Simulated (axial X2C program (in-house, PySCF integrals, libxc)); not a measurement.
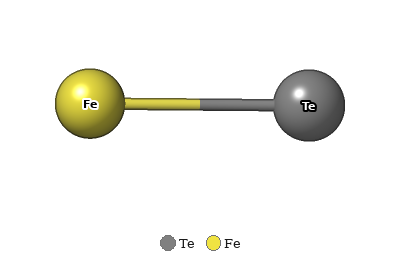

*The molecule at the reference distance of 2.329 Å.*

## TeFe: relativistic diatomic calculation

- system: TeFe, single determinant with Ω = 2.
- method: PBE0, two-component X2C with atomic mean-field Coulomb and Gaunt terms, Te dyall-cv3z, Fe dyall-cv3z (cores contracted) (axial X2C program (in-house, PySCF integrals, libxc))

## Input file
```
{"zs": [52, 26], "q": 0, "bas": ["dyall-cv3z", "dyall-cv3z"], "levels": ["PBE0", "HF", "B3LYP"], "cc": true, "r0": 2.37, "thr": -1.0, "nmax": 90, "npts": 10, "nst": 2, "ntry": 6}
```

The line is the task of a batch: nuclear charges, charge, bases, the levels to run, a first guess of the distance and further settings. This report covers PBE0 with spin-orbit coupling. The log is that of the reference distance 2.329 Å.

The run was one of a batch that the task file lists, launched with:
```bash
python <driver script> task.json out
```

## Output
```
two-component X2C + atomic mean field  PBE0
basis functions 232  fitting functions 1228  grid points 5798
iter        total energy     max residual
   1      -8062.146290371     4.43e+00
   2      -8062.755732185     1.08e-01
   3      -8062.761165633     9.61e-02
   4      -8062.761452827     5.21e-02
   5      -8062.764179366     2.38e-02
   6      -8062.764370158     2.04e-02
   7      -8062.764528766     1.91e-03
   8      -8062.764532166     4.07e-03
   9      -8062.764540763     9.50e-05
  10      -8062.764540848     2.74e-05
  11      -8062.764540895     1.93e-05
  12      -8062.764540896     5.80e-06
converged
one-electron -11684.79800299  Coulomb 3552.47983391  exact exchange -57.38452555  xc functional -175.86173837  nuclear repulsion 307.19089273  atomic mean-field constant -4.39100063
```

## The points of the curve

```csv
R (Å),E (hartree),"dipole (D; origin at the first atom, positive when the second is positive)",highest filled (eV),lowest empty (eV)
2.189,−8062.759135,4.26,−5.88,−3.03
2.259,−8062.763486,4.47,−5.83,−3.17
2.329,−8062.764541,4.64,−5.78,−3.29
2.410,−8062.762747,4.81,−5.72,−3.42
2.492,−8062.758712,4.93,−5.68,−3.54
```

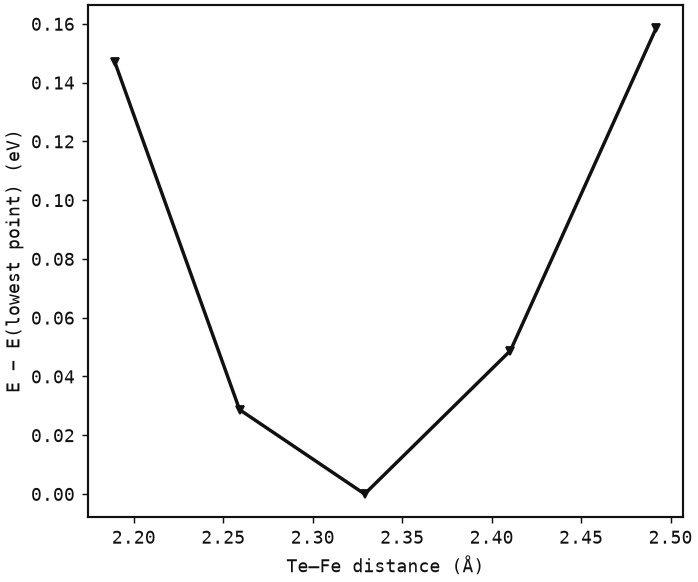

*Energy at 5 bond lengths, for one set of occupations held fixed; the line joins the points.*

A polynomial of degree 3 through 5 points gives rₑ = 2.321 Å, ωₑ = 311.4 cm⁻¹ and Bₑ = 0.08005 cm⁻¹. The minimum lies 2.09 eV below Te + Fe, each computed as one determinant at the same level.

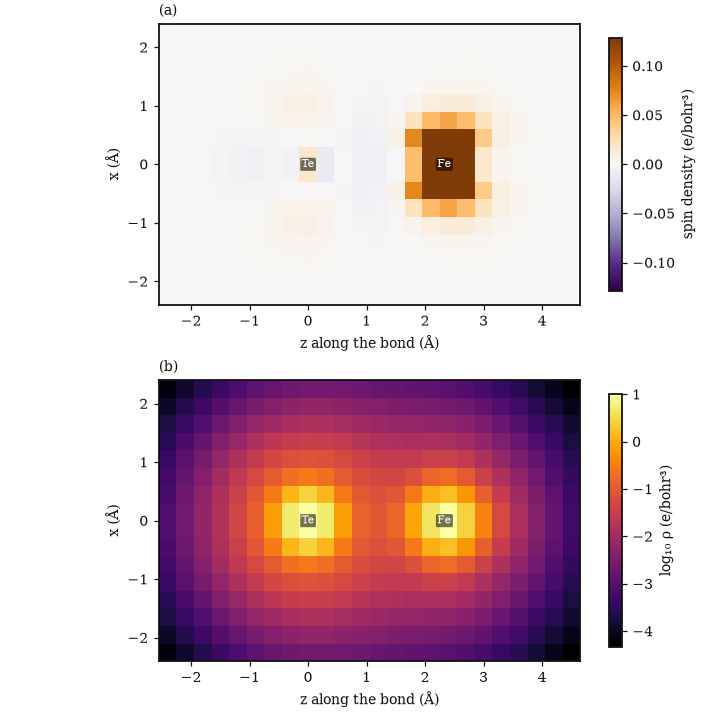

*(a) spin density; (b) electron density on a logarithmic scale, in a plane that holds the axis, at 2.33 Å, on points 0.3 Å apart (one half computed, the other mirrored); the structure near the nuclei is finer than these points.*

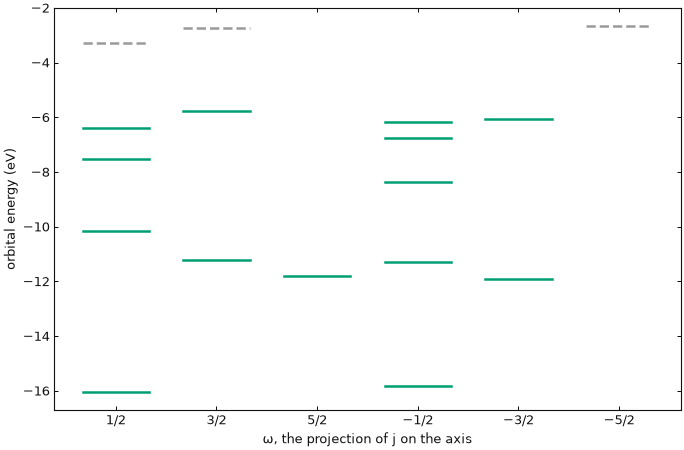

*Orbital energies near the frontier at 2.33 Å, filled (solid) and empty (dashed).*

The highest filled spinor (3/2; 82 % Te p, 13 % Fe p) lies at −5.78 eV, the lowest empty one (1/2; 41 % Fe p, 29 % Fe s) at −3.29 eV.

## Results in brief

| quantity | value |
| --- | --- |
| outcome | converged |
| bond length rₑ | 2.321 Å |
| ωₑ | 311.4 cm⁻¹ |
| energy at the minimum | −8062.76456 hartree |
| depth below the fragments | 2.09 eV |
| hardware | 1 thread of Arm Neoverse V2, 24 GiB of memory available, shared host |
| wall time | 9.3 s |
| peak memory | 0.97 GiB |

## Notes

Caveats: 5 of the 10 points asked for were kept.
